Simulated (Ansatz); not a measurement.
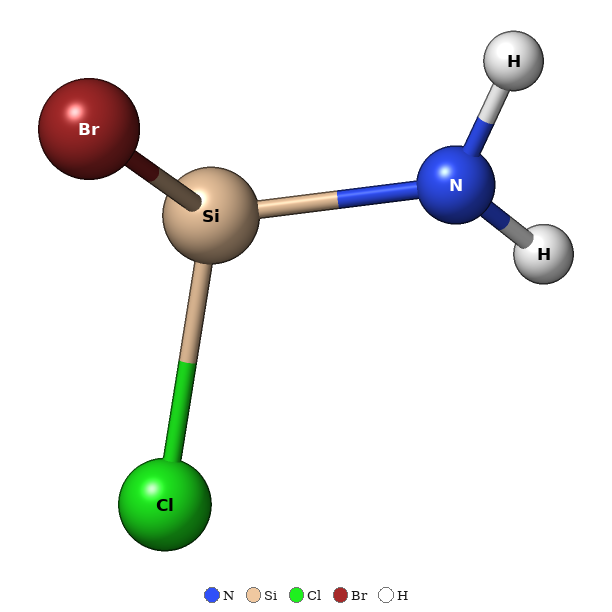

Charge 0, doublet. Sticks follow a distance rule. Harmonic vibrations computed with UKS PBE0-D4/def2-TZVP (Ansatz 0.2.0) at a stationary point of the same level.

Question: Is this a minimum or a saddle point?

Answer: A minimum: no imaginary frequency, and the lowest mode lies at 124 cm⁻¹.

Question: How many vibrational modes are there, and where do they lie?

Answer: 12 modes: 124, 142, 255, 294, 334, 408, 531, 806, 877, 1560, 3596, 3703 cm⁻¹.
